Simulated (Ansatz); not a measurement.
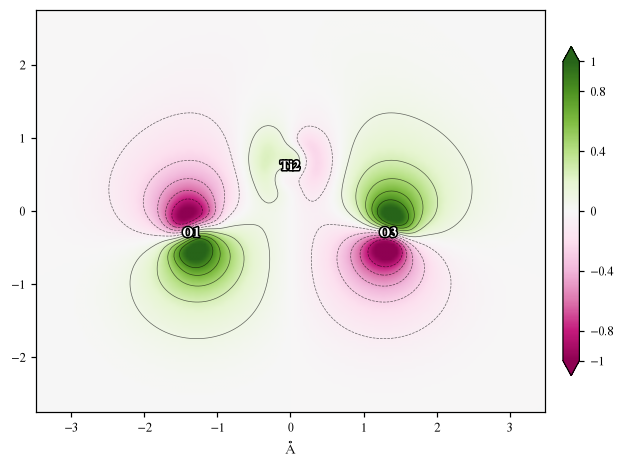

*O2Ti. The HOMO on the molecular plane (values in Å⁻³ᐟ²; the overall sign is arbitrary).*

Geometry: PBE0-D4/def2-TZVP.

Theory: Ansatz, isolated molecule in a Gaussian basis; Hartree-Fock.

Input file:

```
crystal:
  periodic: [false, false, false]
  atoms:
    - symbol: O
      position_ang: [0.921000, 0.928800, 0.444600]
    - symbol: Ti
      position_ang: [0.135000, -0.492000, 0.331600]
    - symbol: O
      position_ang: [-1.056100, -0.436800, -0.776200]
basis:
  gaussian:
    orbitals: def2-SVP
hamiltonian:
  xc: hf
accuracy: high
output:
  forces: true
  orbitals: {seedname: orbitals}
```

Launched as:

```sh
ansatz run job.yaml --threads 1 --pin off --max-ram 2610MiB --events-out events.jsonl --progress --plain --runs-dir runs
```

Q: What is the character of this orbital?

A: By Hirshfeld shares it lies mainly on O1 (about 45 %), O3 (about 45 %) and Ti2 (about 10 %); it is symmetric in the molecular plane (an in-plane orbital: σ, lone-pair or in-plane π type); largely a combination of lone pairs on O1 and O3. Its energy is −10.93 eV.
